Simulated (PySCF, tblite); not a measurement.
**C₅H₉BO₂S: geometry, infrared bands and NMR shifts**

Wanted: the infrared bands and NMR shifts of C₅H₉BO₂S (`C1COB(SC2CC2)O1`), by calculation.

Programs: tblite 0.8.0 and PySCF 2.14.0, with density-fitted response routines of our own. Each step states its level of theory. These are calculated values for one molecule in the gas phase, unless marked as measured. Atoms are numbered from 0 throughout.

## 1. The starting structure

18 atoms, charge 0, multiplicity 1; geometry from: force field or distance geometry start.

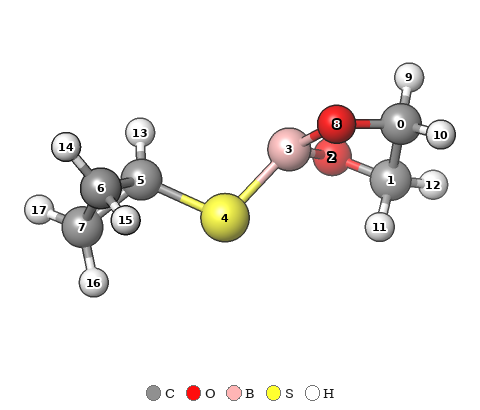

The starting geometry (carbon grey, oxygen red, boron pink, sulfur yellow, hydrogen white), atoms numbered.

## 2. Geometry optimisation with GFN2-xTB

The job: settings as JSON, then the geometry in Å.

```
{"job": {"kind": "relax", "xc": "GFN2-xTB", "basis": "xTB"}, "charge": 0, "multiplicity": 1}
C      3.207700     0.361600    -0.030100
C      2.832200    -0.980300    -0.648000
O      1.877900    -0.544600    -1.552200
B      0.985600     0.185800    -0.631100
S     -0.611000    -0.645400    -0.011200
C     -2.020100     0.332700    -0.632400
C     -2.948500     0.785100     0.450300
C     -3.378900    -0.290900    -0.507500
O      1.922400     0.824600     0.313100
H      3.642400     0.958600    -0.848600
H      3.857900     0.274100     0.840500
H      2.344500    -1.580800     0.155200
H      3.681700    -1.481000    -1.110200
H     -1.764100     0.978100    -1.483900
H     -3.442700     1.793700     0.383000
H     -2.697800     0.401900     1.487600
H     -3.430000    -1.337000    -0.107400
H     -4.068100    -0.030000    -1.343600
```

Command:

```bash
OMP_NUM_THREADS=1 python probes_run.py task.json out
```

The driver reads the jobs from task.json and runs them one after another.

**Question.** This job is followed by: GFN2-xTB harmonic vibrations, gas phase; GIAO PBE0/pcSseg-1 NMR shielding, non-relativistic, gas phase. What will the session give for the following? strongest single infrared mode (GFN2-xTB); zero-point energy (GFN2-xTB); 13C shifts against TMS (PBE0/pcSseg-1, means over atoms taken as alike); 1H shifts against TMS (PBE0/pcSseg-1, means over atoms taken as alike); 17O shifts against H2O (PBE0/pcSseg-1, means over atoms taken as alike); 11B shifts against BF3·OEt2 (PBE0/pcSseg-1); 33S shifts against CS2 (PBE0/pcSseg-1); surface potential, least and greatest.

**Answer**, as computed:

| quantity | value |
| --- | --- |
| strongest single infrared mode (GFN2-xTB) | 1157 cm⁻¹, 546 km/mol |
| zero-point energy (GFN2-xTB) | 87.6 kcal/mol |
| 13C shifts against TMS (PBE0/pcSseg-1, means over atoms taken as alike) | 70.6, 17.5, 9.8 ppm |
| 1H shifts against TMS (PBE0/pcSseg-1, means over atoms taken as alike) | 4.57, 2.10, 0.80, 0.38 ppm |
| 17O shifts against H2O (PBE0/pcSseg-1, means over atoms taken as alike) | 121.7 ppm |
| 11B shifts against BF3·OEt2 (PBE0/pcSseg-1) | 33.8 ppm |
| 33S shifts against CS2 (PBE0/pcSseg-1) | -57 ppm |
| surface potential, least and greatest | -1.34 V and 1.21 V |

**Reading.** The optimisation took 98 steps and gained 2.097 eV; among the close pairs (by a distance rule), B3–S4 changed most, from 1.904 to 1.789 Å. All 48 modes are real, so the xTB geometry is a minimum. The strongest single mode, at 1157 cm⁻¹, moves mainly B3. GFN2-xTB is a fitted tight-binding method: band positions and strengths are rough. Its intensities can rank the bands wrongly. C0, C1 (mean) (sp3 CH2 bonded to O) lies farthest downfield among carbon, at 70.6 ppm; pulled downfield by the heteroatom. The most deshielded hydrogen is H9, H10, H11, H12 (mean) (hydrogen on an sp3 CH2 bonded to O), at 4.57 ppm: its carbon carries O, which withdraws density. At PBE0/pcSseg-1: Shielding is most anisotropic at S4 (span 284 ppm, paramagnetic term -499 ppm).
